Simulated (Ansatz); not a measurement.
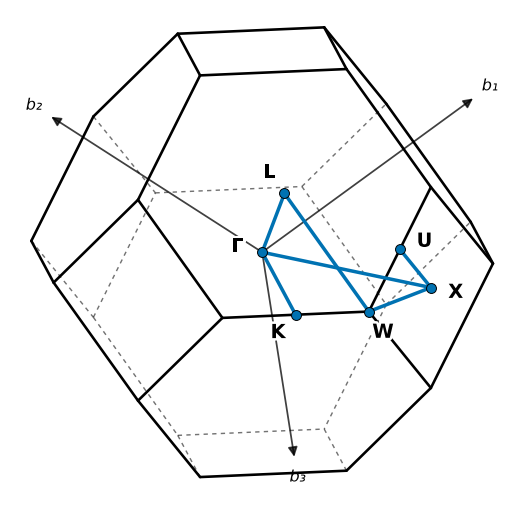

The first Brillouin zone and its special points. Crystal: CdSe, the input geometry of an electronic-structure calculation (not necessarily at equilibrium); the starting structure was generated, so it need not be a known form of this composition. The drawing is computed from the coordinates (standard cell, symmetry found to 0.002 Å).

Space group F-43m, No. 216; a = 6.136 Å, b = 6.136 Å, c = 6.136 Å, α = 90.00°, β = 90.00°, γ = 90.00°.

Labels and path follow the convention of Hinuma et al. (2017), as computed by seekpath; the arrows show the directions of the reciprocal primitive vectors b₁, b₂, b₃, in which coordinates are given; lengths include the factor 2π.

List the special points with their coordinates and distances from Γ.

Answer.
```csv
point,k₁,k₂,k₃,length of k (1/Å)
Γ,0,0,0,0.000
X,1/2,0,1/2,1.024
L,1/2,1/2,1/2,0.887
W,1/2,1/4,3/4,1.145
K,3/8,3/8,3/4,1.086
U,5/8,1/4,5/8,1.086
```

What is the zone's volume?

Answer. (2π)³ over the primitive cell's volume of 57.74 Å³: 4.3 Å⁻³.
